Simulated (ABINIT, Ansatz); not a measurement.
# KCaF3 (Pm-3m): changed settings of a GW run in ABINIT

What do changed inputs do to GW on KCaF3 (Pm-3m)?

Program: ABINIT 10.8.3. Level of theory: PBEsol and many-body steps on it, plane waves. Results are calculated unless marked as measured.

### 1. Set-up

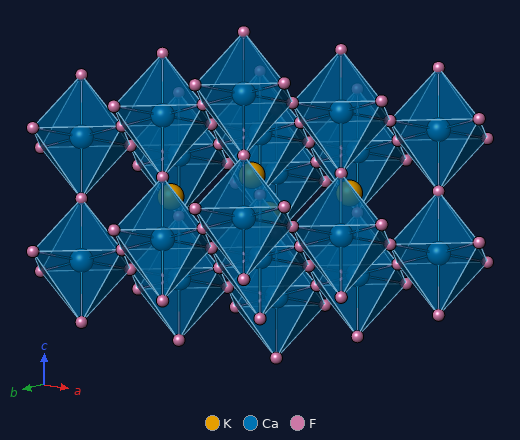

Start, viewed from a free direction; potassium orange, calcium blue, fluorine pink. 2×2×1 cells are drawn. Some periodic images of atoms are drawn too.

The cell and positions are those that the Materials Project relaxed with its own functionals (PBE, PBE+U or r2SCAN), kept fixed.

### 2. Screening, 2×2×2 mesh, 79 bands, screening to 114.3 eV

This step: ABINIT 10.8.3; RPA screening on PBEsol, plane waves, norm-conserving pseudopotentials.

The RPA dielectric matrix is built and inverted for each q.

Contents of run.abi:

```
acell 3*1.0 Angstrom
rprim 
  4.481726000000 0.000000000000 0.000000000000
  0.000000000000 4.481726000000 0.000000000000
  0.000000000000 0.000000000000 4.481726000000
ntypat 3
znucl 19 20 9
natom 5
typat 1 2 3 3 3
xred 
  0.500000000000 0.500000000000 0.500000000000
  0.000000000000 0.000000000000 0.000000000000
  0.000000000000 0.500000000000 0.000000000000
  0.000000000000 0.000000000000 0.500000000000
  0.500000000000 0.000000000000 0.000000000000
pp_dirpath "pseudos"
pseudos "K.upf, Ca.upf, F.upf"
ecut 36
ngkpt 2 2 2
nshiftk 1
shiftk 0 0 0
kptopt 1
chksymbreak 0
istwfk *1
occopt 1
irdwfk 1
optdriver 3
nband 79
ecuteps 4.2
inclvkb 2
awtr 1
symchi 1
indata_prefix "in"
outdata_prefix "out"
tmpdata_prefix "tmp"
```

On the command line:

```sh
> OMP_NUM_THREADS=1 mpirun -n 4 abinit run.abi > log
```

Log:

```text
.Version 10.8.3 of ABINIT. v10.8.2 released Aug 2026.

 Symmetries : space group Pm -3 m (#221); Bravais cP (primitive cubic)
[... echo of the input left out ...]
== DATASET  1 ==================================================================
-   mpi_nproc: 4, omp_nthreads: 1 (-1 if OMP is not activated)

--- !DatasetInfo
iteration_state: {dtset: 1, }
dimensions: {natom: 5, nkpt: 4, mband: 79, nsppol: 1, nspinor: 1, nspden: 1, mpw: 6302, }
cutoff_energies: {ecut:  36.0, pawecutdg:  -1.0, }
electrons: {nelect:   4.00000000E+01, charge:   0.00000000E+00, occopt:   1.00000000E+00, tsmear:   1.00000000E-02, }

 SCREENING: Calculation of the susceptibility and dielectric matrices

 Based on a program developped by R.W. Godby, V. Olevano, G. Onida, and L. Reining.
 Incorporated in ABINIT by V. Olevano, G.-M. Rignanese, and M. Torrent.
.Using double precision arithmetic ; gwpc =  8

[... cell and pseudopotentials left out ...]
--------------------------------------------------------------------------------

 ==== K-mesh for the wavefunctions ====
 Number of points in the irreducible wedge :     4
[... list of points left out ...]
 Together with 48 symmetry operations and time-reversal symmetry
 yields     8 points in the full Brillouin Zone.

 ==== Q-mesh for the screening function ====
 Number of points in the irreducible wedge :     4
[... list of points left out ...]
 Together with 48 symmetry operations and time-reversal symmetry
 yields     8 points in the full Brillouin Zone.

 setmesh: FFT mesh size selected  =    32x   32x   32
          total number of points  =        32768

 vcoul_init : cutoff-mode = AUXILIARY_FUNCTION
 q-points for optical limit:   1
     1)      0.000010    0.000020    0.000030

- screening: taking advantage of time-reversal symmetry
- Maximum band index for partially occupied states nbvw = 20
- Remaining bands to be divided among processors   nbcw = 59
- Number of bands treated by each node ~14

 Number of electrons calculated from density =   40.0000; Expected =   40.0000
 average of density, n =  0.065846
 r_s =    1.5362
 omega_plasma =   24.7525 [eV]

 calculating chi0 at frequencies [eV] :
  1    0.000000E+00    0.000000E+00
  2    0.000000E+00    2.475252E+01

--------------------------------------------------------------------------------
  q-point number  1        q = ( 0.000000, 0.000000, 0.000000) [r.l.u.]
--------------------------------------------------------------------------------
[... chi0 elements left out ...]
 For q-point:  0.000010 0.000020 0.000030
  dielectric constant =   2.0007
  dielectric constant without local fields =   2.1593

  Average fulfillment of the sum rule on Im[epsilon] for q-point    1 :     38.80  [%]
[... wings left out ...]
  q-point number  2        q = ( 0.500000, 0.000000, 0.000000) [r.l.u.]
--------------------------------------------------------------------------------
[... chi0 elements left out ...]
  Average fulfillment of the sum rule on Im[epsilon] for q-point    2 :     46.25  [%]

 [... 2 further q-points ...]
```

Run time: 11 s. Hardware: 4 MPI ranks of Arm Neoverse V2, shared host; peak memory 0.83 GiB.

Numbers from this step:

```
ε∞ with local fields, on this mesh, along the program's q direction : 2.001
the same without local fields                                       : 2.159
plasma frequency                                                    : 24.75 eV
plane waves in the screening matrix                                 : 251
```

Local fields lower ε∞ by 7 %. On a Γ-centred mesh this coarse the value itself is usually too large, while a short band sum pulls it down.

### 3. Base

The self-energy is evaluated for the states that the input lists, and the levels follow from it, in one-shot runs by the linearised quasiparticle equation.

This step: G0W0 on PBEsol, plane waves, norm-conserving pseudopotentials.

Changes to run.abi since step 2:

```diff
@@ -26,8 +26,17 @@
 irdwfk 1
-optdriver 3
+optdriver 4
 nband 79
+gwcalctyp 0
+ecutsigx 36
+symsigma 1
+nkptgw 2
+kptgw 
+  0.5000000000 0.5000000000 0.5000000000
+  0.0000000000 0.0000000000 0.0000000000
+bdgw 
+  18 23
+  18 24
 ecuteps 4.2
-inclvkb 2
-awtr 1
-symchi 1
+irdscr 1
+ppmodel 1
 indata_prefix "in"
```

Log:

```text
.Version 10.8.3 of ABINIT. v10.8.2 released Aug 2026.

 Symmetries : space group Pm -3 m (#221); Bravais cP (primitive cubic)
[... echo of the input left out ...]
== DATASET  1 ==================================================================
-   mpi_nproc: 4, omp_nthreads: 1 (-1 if OMP is not activated)

--- !DatasetInfo
iteration_state: {dtset: 1, }
dimensions: {natom: 5, nkpt: 4, mband: 79, nsppol: 1, nspinor: 1, nspden: 1, mpw: 6302, }
cutoff_energies: {ecut:  36.0, pawecutdg:  -1.0, }
electrons: {nelect:   4.00000000E+01, charge:   0.00000000E+00, occopt:   1.00000000E+00, tsmear:   1.00000000E-02, }

 SIGMA: Calculation of the GW corrections

 Based on a program developped by R.W. Godby, V. Olevano, G. Onida, and L. Reining.
 Incorporated in ABINIT by V. Olevano, G.-M. Rignanese, and M. Torrent.
.Using double precision arithmetic ; gwpc =  8

[... cell and pseudopotentials left out ...]
--------------------------------------------------------------------------------

 ==== K-mesh for the wavefunctions ====
 Number of points in the irreducible wedge :     4
[... list of points left out ...]
 Together with 48 symmetry operations and time-reversal symmetry
 yields     8 points in the full Brillouin Zone.

 ==== Q-mesh for screening function ====
 Number of points in the irreducible wedge :     4
[... list of points left out ...]
 Together with 48 symmetry operations and time-reversal symmetry
 yields     8 points in the full Brillouin Zone.

 vcoul_init : cutoff-mode = AUXILIARY_FUNCTION
 q-points for optical limit:   1
     1)      0.000010    0.000020    0.000030
 setmesh: FFT mesh size selected  =    45x   45x   45
          total number of points  =        91125

 Number of electrons calculated from density =   40.0000; Expected =   40.0000
 average of density, n =  0.065846
 r_s =    1.5362
 omega_plasma =   24.7525 [eV]

 === KS Band Gaps ===
  >>>> For spin  1
   Minimum direct gap =   6.2372 [eV], located at k-point      :   0.0000  0.0000  0.0000
   Fundamental gap    =   6.0567 [eV], Top of valence bands at :   0.5000  0.5000  0.5000
                                       Bottom of conduction at :   0.0000  0.0000  0.0000
 SIGMA fundamental parameters:
 PLASMON POLE MODEL  1
 number of plane-waves for SigmaX                 6235
 number of plane-waves for SigmaC and W            251
 number of plane-waves for wavefunctions          6235
 number of bands                                    79
 number of independent spin polarizations            1
 number of spinorial components                      1
 number of k-points in IBZ                           4
 number of q-points in IBZ                           4
 number of symmetry operations                      48
 number of k-points in BZ                            8
 number of q-points in BZ                            8
 number of frequencies for dSigma/dE                 9
 frequency step for dSigma/dE [eV]                0.25
 number of omega for Sigma on real axis              0
 max omega for Sigma on real axis  [eV]           0.00
 zcut for avoiding poles [eV]                     0.10

 EPSILON^-1 parameters (SCR file):
 dimension of the eps^-1 matrix on file            251
 dimension of the eps^-1 matrix used               251
 number of plane-waves for wavefunctions          6235
 number of bands                                    79
 number of q-points in IBZ                           4
 number of frequencies                               2
 number of real frequencies                          1
 number of imag frequencies                          1

 matrix elements of self-energy operator (all in [eV])

 Perturbative Calculation

--- !SelfEnergy_ee
iteration_state: {dtset: 1, }
kpoint     : [   0.500,    0.500,    0.500, ]
spin       : 1
KS_gap     :    9.665
QP_gap     :   14.220
Delta_QP_KS:    4.555
data: !SigmaeeData |
     Band     E0 <VxcDFT>   SigX SigC(E0)      Z dSigC/dE  Sig(E)    E-E0       E
       18  -0.452 -22.095 -29.579   5.069   0.806  -0.240 -24.043  -1.948  -2.400
       19  -0.452 -22.095 -29.579   5.069   0.806  -0.240 -24.043  -1.948  -2.400
       20  -0.452 -22.095 -29.579   5.069   0.806  -0.240 -24.043  -1.948  -2.400
       21   9.213  -9.943  -4.578  -2.456   0.896  -0.116  -7.337   2.607  11.820
       22   9.213  -9.943  -4.578  -2.456   0.896  -0.116  -7.337   2.607  11.820
       23   9.213  -9.943  -4.578  -2.456   0.896  -0.116  -7.337   2.607  11.820

--- !SelfEnergy_ee
iteration_state: {dtset: 1, }
kpoint     : [   0.000,    0.000,    0.000, ]
spin       : 1
KS_gap     :    6.237
QP_gap     :    9.739
Delta_QP_KS:    3.502
data: !SigmaeeData |
     Band     E0 <VxcDFT>   SigX SigC(E0)      Z dSigC/dE  Sig(E)    E-E0       E
[...]
22   8.376 -12.906  -6.207  -2.764   0.883  -0.132  -9.430   3.475  11.851
       23   8.376 -12.906  -6.207  -2.764   0.883  -0.132  -9.430   3.475  11.851
       24   8.376 -12.906  -6.207  -2.764   0.883  -0.132  -9.430   3.475  11.851

== END DATASET(S) ==============================================================
================================================================================

 -outvars: echo values of variables after computation  --------
           etotal      0.0000000000E+00
            nband          79
             nkpt           4
          spgroup         221
 [... the other variables as echoed above ...]

 Calculation completed.
```

Elapsed: 6.2 s, on 4 MPI ranks; peak memory 0.76 GiB; 24 s of CPU time.

This step gave:

```
G0W0 gap on the points computed              : 9.529 eV
starting gap on the mesh                     : 6.057 eV
k of the valence top                         : 0.5, 0.5, 0.5
k of the conduction bottom                   : 0, 0, 0
Z at the valence top                         : 0.806
Z at the conduction bottom                   : 0.899
least direct G0W0 gap on the computed points : 9.739 eV
```

The gap on the mesh goes from 6.06 eV to 9.53 eV, a correction of +3.47 eV.

### 4. Fewer bands in the self-energy

Changes to run.abi since step 3:

```diff
@@ -27,3 +27,3 @@
 optdriver 4
-nband 79
+nband 26
 gwcalctyp 0
```

Log:

```text
.Version 10.8.3 of ABINIT. v10.8.2 released Aug 2026.

 Symmetries : space group Pm -3 m (#221); Bravais cP (primitive cubic)
[... echo of the input left out ...]
== DATASET  1 ==================================================================
-   mpi_nproc: 4, omp_nthreads: 1 (-1 if OMP is not activated)

--- !DatasetInfo
iteration_state: {dtset: 1, }
dimensions: {natom: 5, nkpt: 4, mband: 26, nsppol: 1, nspinor: 1, nspden: 1, mpw: 6302, }
cutoff_energies: {ecut:  36.0, pawecutdg:  -1.0, }
electrons: {nelect:   4.00000000E+01, charge:   0.00000000E+00, occopt:   1.00000000E+00, tsmear:   1.00000000E-02, }

 SIGMA: Calculation of the GW corrections

 Based on a program developped by R.W. Godby, V. Olevano, G. Onida, and L. Reining.
 Incorporated in ABINIT by V. Olevano, G.-M. Rignanese, and M. Torrent.
.Using double precision arithmetic ; gwpc =  8

[... cell and pseudopotentials left out ...]
--------------------------------------------------------------------------------

 ==== K-mesh for the wavefunctions ====
 Number of points in the irreducible wedge :     4
[... list of points left out ...]
 Together with 48 symmetry operations and time-reversal symmetry
 yields     8 points in the full Brillouin Zone.

 ==== Q-mesh for screening function ====
 Number of points in the irreducible wedge :     4
[... list of points left out ...]
 Together with 48 symmetry operations and time-reversal symmetry
 yields     8 points in the full Brillouin Zone.

 vcoul_init : cutoff-mode = AUXILIARY_FUNCTION
 q-points for optical limit:   1
     1)      0.000010    0.000020    0.000030
 setmesh: FFT mesh size selected  =    45x   45x   45
          total number of points  =        91125

 Number of electrons calculated from density =   40.0000; Expected =   40.0000
[...]
number of omega for Sigma on real axis              0
 max omega for Sigma on real axis  [eV]           0.00
 zcut for avoiding poles [eV]                     0.10

 EPSILON^-1 parameters (SCR file):
 dimension of the eps^-1 matrix on file            251
 dimension of the eps^-1 matrix used               251
 number of plane-waves for wavefunctions          6235
 number of bands                                    79
 number of q-points in IBZ                           4
 number of frequencies                               2
 number of real frequencies                          1
 number of imag frequencies                          1

 matrix elements of self-energy operator (all in [eV])

 Perturbative Calculation

--- !SelfEnergy_ee
iteration_state: {dtset: 1, }
kpoint     : [   0.500,    0.500,    0.500, ]
spin       : 1
KS_gap     :    9.665
QP_gap     :   15.220
Delta_QP_KS:    5.555
data: !SigmaeeData |
     Band     E0 <VxcDFT>   SigX SigC(E0)      Z dSigC/dE  Sig(E)    E-E0       E
       18  -0.452 -22.095 -29.579   5.585   0.813  -0.230 -23.638  -1.543  -1.996
       19  -0.452 -22.095 -29.579   5.585   0.813  -0.230 -23.638  -1.543  -1.996
       20  -0.452 -22.095 -29.579   5.585   0.813  -0.230 -23.638  -1.543  -1.996
[...]
--- !SelfEnergy_ee
iteration_state: {dtset: 1, }
kpoint     : [   0.000,    0.000,    0.000, ]
spin       : 1
KS_gap     :    6.237
QP_gap     :   10.032
Delta_QP_KS:    3.795
data: !SigmaeeData |
     Band     E0 <VxcDFT>   SigX SigC(E0)      Z dSigC/dE  Sig(E)    E-E0       E
[...]
23   8.376 -12.906  -6.207  -1.620   0.907  -0.103  -8.299   4.606  12.982
       24   8.376 -12.906  -6.207  -1.620   0.907  -0.103  -8.299   4.606  12.982

== END DATASET(S) ==============================================================
================================================================================

 -outvars: echo values of variables after computation  --------
           etotal      0.0000000000E+00
            nband          26
             nkpt           4
          spgroup         221
 [... the other variables as echoed above ...]

 Calculation completed.
```

Run time: 4.4 s. Hardware: 4 MPI ranks; peak memory 0.72 GiB.

Numbers from this step:

| Item | Value |
| --- | --- |
| G0W0 gap on the points computed | 9.946 eV |
| starting gap on the mesh | 6.057 eV |
| k of the valence top | 0.5, 0.5, 0.5 |
| k of the conduction bottom | 0, 0, 0 |
| Z at the valence top | 0.813 |
| Z at the conduction bottom | 0.916 |
| least direct G0W0 gap on the computed points | 10.03 eV |

### 5. Contour deformation on a plasmon-pole file

Changes to run.abi since step 4:

```diff
@@ -27,4 +27,4 @@
 optdriver 4
-nband 26
-gwcalctyp 0
+nband 79
+gwcalctyp 2
 ecutsigx 36
@@ -40,3 +40,2 @@
 irdscr 1
-ppmodel 1
 indata_prefix "in"
```

Log:

```text
.Version 10.8.3 of ABINIT. v10.8.2 released Aug 2026.

 Symmetries : space group Pm -3 m (#221); Bravais cP (primitive cubic)
================================================================================
 Values of the parameters that define the memory need of the present run
     intxc =       0    ionmov =       0      iscf =       7    lmnmax =       6
     lnmax =       6     mgfft =      48  mpssoang =       3    mqgrid =    3001
     natom =       5  nloc_mem =       1    nspden =       1   nspinor =       1
    nsppol =       1      nsym =      48    n1xccc =    2501    ntypat =       3
    occopt =       1   xclevel =       2
-    mband =          79        mffmem =           1         mkmem =           1
       mpw =        6302          nfft =      110592          nkpt =           4
================================================================================
  Rough estimation (10% accuracy) of disk space for files :
================================================================================

--------------------------------------------------------------------------------
------------- Echo of variables that govern the present computation ------------
--------------------------------------------------------------------------------
 -outvars: echo values of preprocessed input variables --------
            acell      1.8897261259E+00  1.8897261259E+00  1.8897261259E+00 Bohr

             bdgw          18      23      18      24
      chksymbreak           0
             ecut      3.60000000E+01 Hartree
          ecuteps      4.20000000E+00 Hartree
         ecutsigx      3.60000000E+01 Hartree
          ecutwfn      3.60000000E+01 Hartree
-          fftalg         312
        gwcalctyp           2
           irdscr           1
[...]
setmesh: FFT mesh size selected  =    45x   45x   45
          total number of points  =        91125

 Number of electrons calculated from density =   40.0000; Expected =   40.0000
 average of density, n =  0.065846
 r_s =    1.5362
 omega_plasma =   24.7525 [eV]

 === KS Band Gaps ===
  >>>> For spin  1
   Minimum direct gap =   6.2372 [eV], located at k-point      :   0.0000  0.0000  0.0000
   Fundamental gap    =   6.0567 [eV], Top of valence bands at :   0.5000  0.5000  0.5000
                                       Bottom of conduction at :   0.0000  0.0000  0.0000
 SIGMA fundamental parameters:
 CONTOUR DEFORMATION
 number of plane-waves for SigmaX                 6235
 number of plane-waves for SigmaC and W            251
 number of plane-waves for wavefunctions          6235
 number of bands                                    79
 number of independent spin polarizations            1
 number of spinorial components                      1
 number of k-points in IBZ                           4
 number of q-points in IBZ                           4
 number of symmetry operations                      48
 number of k-points in BZ                            8
 number of q-points in BZ                            8
 number of frequencies for dSigma/dE                 9
 frequency step for dSigma/dE [eV]                0.25
 number of omega for Sigma on real axis              0
 max omega for Sigma on real axis  [eV]           0.00
 zcut for avoiding poles [eV]                     0.10

 EPSILON^-1 parameters (SCR file):
 dimension of the eps^-1 matrix on file            251
 dimension of the eps^-1 matrix used               251
 number of plane-waves for wavefunctions          6235
 number of bands                                    79
 number of q-points in IBZ                           4
 number of frequencies                               2
 number of real frequencies                          1
 number of imag frequencies                          1

 matrix elements of self-energy operator (all in [eV])

 Perturbative Calculation

--- !ERROR
message: |
    Fatal error

--- !ERROR
message: |
    Fatal error

--- from the log ---
Fatal error
```

Wall time 3.4 s (4 MPI ranks); peak memory 0.68 GiB.

The run stopped with an error after 3.4 s.

The fault put into this input: contour deformation on a plasmon-pole file.

### 6. Side by side

Times are wall times on 4 MPI ranks of Arm Neoverse V2, shared host, good to a factor of about two. A run's time includes the screening step that it read.

```
                           run   mesh  bands  screening cutoff (eV)  DFT gap (eV)  gap on the mesh (eV)  direct (eV)  ε∞ used  time
                          base  2×2×2     79                  114.3         6.057                 9.529        9.739     2.00  17 s
fewer bands in the self-energy  2×2×2     26                  114.3         6.057                 9.946       10.033     2.00  15 s
```

### 7. Results

```yaml
base: 9.529 eV
fewer_bands_in_the_self_energy: 9.946 eV
known_limits: not at the basis limit; coarse k mesh
```

Fewer bands in the self-energy: +0.417 eV against base (keys changed: nband). Bands and cutoff are finite, so the gap is not at the basis limit. The miss can reach some tenths of an eV and take either sign; the mesh is an error of its own. In the G0W0 runs levels were corrected at 2 k points alone, so a gap called «on the mesh» is the least over those, and an edge elsewhere would be missed. The 2×2×2 mesh is coarse for this cell, which bears on the long-range parts of exchange and screening. This is the ideal cubic cell; many perovskites, halides above all, are cubic only on average, and local tilts or off-centring can widen the gap.

[Paths, hosts, dates, memory and timing lines, banners, echoed tables and standing remarks are left out of the program output.]

[Logs are printed without paths, hosts, clocks, repeated set-up lines and the standing remarks that a program may print on its own settings, such as how far it seeks lower states.]

[Runs of the session that timed out or met a known fault of the program may be left out.]

[Hosts, paths, dates, database ids (printed as entryN), source tags and the programs' standing remarks are cut or masked in the printed files.]

[G0W0 gaps are taken among the corrected bands and points alone; a level outside them can change the order at an edge.]

[Where Ansatz stands beside ABINIT at settings called matched, ABINIT's density can come from a denser mesh and the files from another edition; pairs whose starting gaps differed by over 0.03 eV were left out, so agreement reads better than it is.]
